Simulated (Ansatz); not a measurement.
# C₆H₁₁GeNSi: what the fields show

The calculation's input:

```
crystal:
  periodic: [false, false, false]
  atoms:
    - {symbol: Si, position_ang: [-1.259841, -1.452749, 1.760541]}
    - {symbol: N, position_ang: [-0.905625, -0.011693, 0.856966]}
    - {symbol: Ge, position_ang: [-1.838107, 1.565370, 1.174961]}
    - {symbol: C, position_ang: [0.110321, -0.015718, -0.107499]}
    - {symbol: C, position_ang: [1.085141, -1.019190, -0.114949]}
    - {symbol: C, position_ang: [2.084017, -1.036744, -1.072468]}
    - {symbol: C, position_ang: [2.150031, -0.051695, -2.045820]}
    - {symbol: C, position_ang: [1.193213, 0.951007, -2.046144]}
    - {symbol: C, position_ang: [0.186276, 0.969528, -1.096397]}
    - {symbol: H, position_ang: [-0.204613, -1.793395, 2.755662]}
    - {symbol: H, position_ang: [-2.527948, -1.200803, 2.486806]}
    - {symbol: H, position_ang: [-1.414120, -2.613059, 0.844792]}
    - {symbol: H, position_ang: [-2.629855, 1.338603, 2.466506]}
    - {symbol: H, position_ang: [-0.820231, 2.705324, 1.326668]}
    - {symbol: H, position_ang: [-2.796038, 1.874565, 0.010183]}
    - {symbol: H, position_ang: [1.076616, -1.789303, 0.649549]}
    - {symbol: H, position_ang: [2.824027, -1.828762, -1.048811]}
    - {symbol: H, position_ang: [2.935060, -0.065162, -2.791845]}
    - {symbol: H, position_ang: [1.221723, 1.729647, -2.800098]}
    - {symbol: H, position_ang: [-0.561744, 1.753529, -1.142505]}
basis:
  gaussian: {orbitals: def2-TZVPP}
hamiltonian: {xc: pbe0, dispersion: d4}
output: {orbitals: {seedname: orbitals}}
```

Launched as:

```sh
ansatz run in.yaml --threads 4 --pin off --events-out ev --progress --plain --max-ram 46080MiB --backend cuda --devices 0, --max-vram 37GiB
```

Geometry: PBE0-D4/def2-TZVP.

Computed with RKS PBE0-D4/def2-TZVPP in Ansatz 0.2.0.

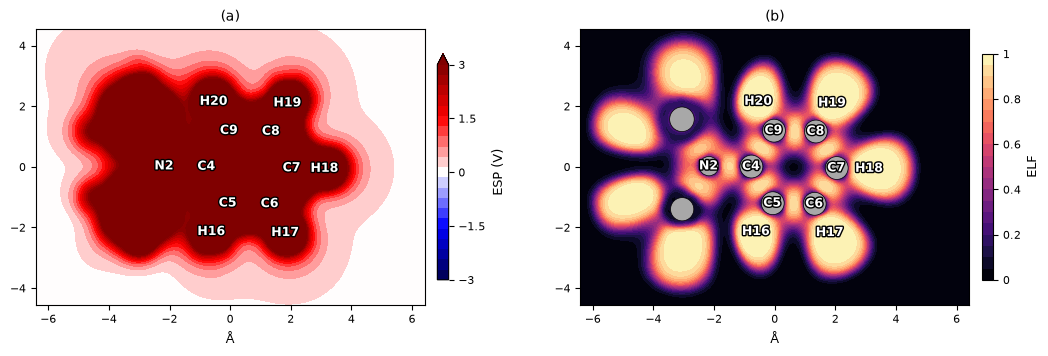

Figure 1. (a) electrostatic potential; (b) electron localisation function on the plane of atoms C7, C8 and H19. Grey discs cover the atomic cores in the ELF map.

Interpret the plot.

Answer.
- The section cuts through N, C and H sites.
- C–C (1.38 Å): the ELF peaks at about 0.95 between the atoms: a covalent bond.
- C–N (1.40 Å): the ELF peaks at about 0.90 between the atoms: a covalent bond.
- C–H (1.08 Å): the ELF climbs to about 1 towards the hydrogen, as it does in any bond to H (an ordinary covalent bond to hydrogen).
- The potential has no marked negative region in this plane.

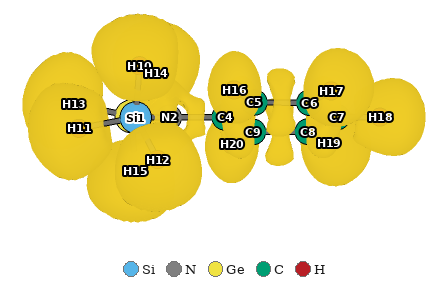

Figure 2. Isosurface of the electron localisation function at 0.75 (yellow), seen from one side. Core shells and regions of very low density are left out.

Where are the electrons localised?

Answer. The ELF exceeds this value in six regions between bonded C–C atoms (shared pairs), eleven regions around hydrogen nuclei and one region on N in which the atom's valence shell and bonds are merged.

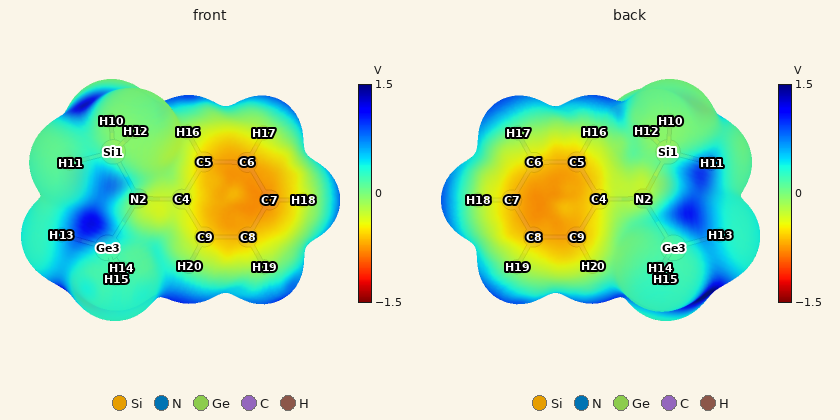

Figure 3. The electrostatic potential painted on the density surface at 0.002 e/bohr³, seen from the front and from behind; red is negative and blue positive.

Where is the surface potential most negative and most positive?

Answer. The most negative region (about −0.8 V) lies over the π face of C5, C6, C7 and C8, the most positive (about +1.4 V) over Ge3.

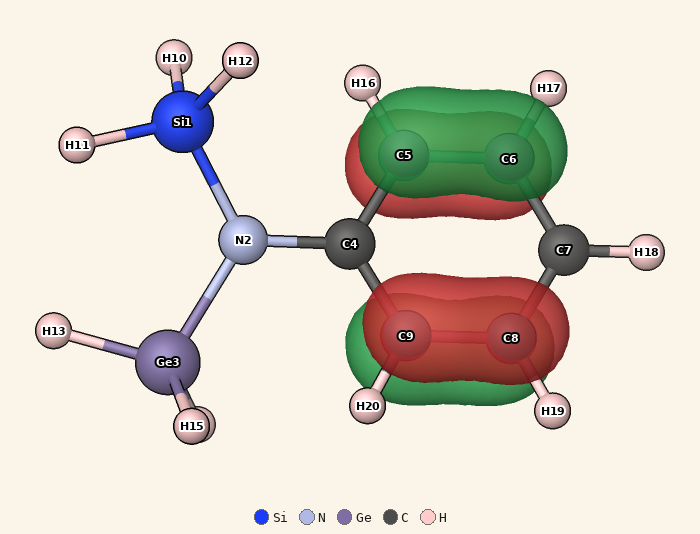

Figure 4. The HOMO−1 at ±0.15 Å⁻³ᐟ² (green and red are the two phases), seen at a tilt.

Where does this orbital lie, and at what energy?

Answer. It lies mainly on C5 (about 20 %), C9 (about 20 %), C6 (about 20 %) and C8 (about 20 %). Its energy is −7.32 eV.
